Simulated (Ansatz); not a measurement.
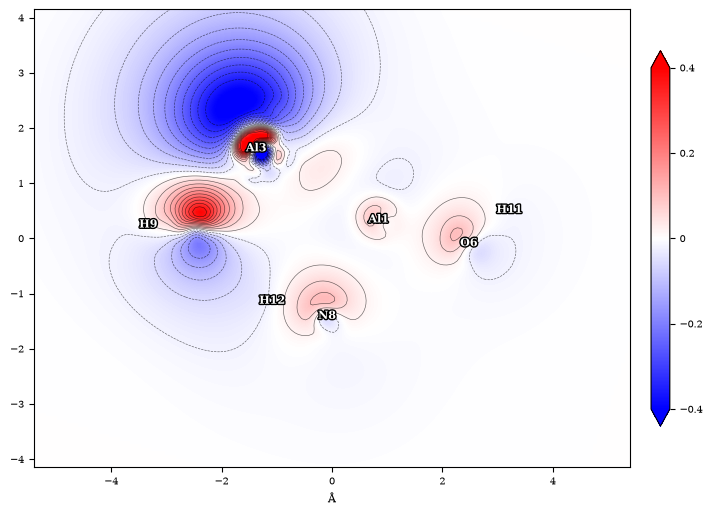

Figure. Al₂H₆NO₄ (doublet). The HOMO (α) on the plane of atoms Al3, Al1 and N8 (values in Å⁻³ᐟ²; the overall sign is arbitrary).

The reactant side of a reaction path; geometry: PBE0-D4/def2-TZVP.

All numbers below come from UKS PBE0-D4/def2-TZVPP in Ansatz 0.2.0.

Input

```
crystal:
  periodic: [false, false, false]
  atoms:
    - {symbol: Al, position_ang: [-0.660485, 0.738999, 0.449746]}
    - {symbol: O, position_ang: [-1.178100, -0.670756, 1.256308]}
    - {symbol: Al, position_ang: [-1.179851, -1.699153, -0.158466]}
    - {symbol: O, position_ang: [0.478577, -2.122333, -0.624212]}
    - {symbol: O, position_ang: [-1.192238, -0.001140, -1.129048]}
    - {symbol: O, position_ang: [-0.771946, 2.409592, 0.734808]}
    - {symbol: H, position_ang: [1.734111, 0.445914, 1.216471]}
    - {symbol: N, position_ang: [1.297574, 0.432009, 0.300294]}
    - {symbol: H, position_ang: [0.753228, -3.037556, -0.655364]}
    - {symbol: H, position_ang: [-0.884072, 0.128086, -2.025557]}
    - {symbol: H, position_ang: [-1.570688, 2.860494, 0.997568]}
    - {symbol: H, position_ang: [1.349255, -0.538526, -0.060298]}
    - {symbol: H, position_ang: [1.824635, 1.054369, -0.302251]}
basis:
  gaussian: {orbitals: def2-TZVPP}
magnetization: {spin_polarized: true, initial_magnetization: 1}
hamiltonian: {xc: pbe0, dispersion: d4}
output: {orbitals: {seedname: orbitals}}
```

Command:

```sh
ansatz run in.yaml --threads 4 --pin off --events-out ev --progress --plain --max-ram 41984MiB --backend cuda --devices 0, --max-vram 37GiB
```

What is the character of this orbital?

Its weight (Hirshfeld) is mainly on Al3 (about 80 %) and O4 (about 10 %). Its energy is −4.62 eV.
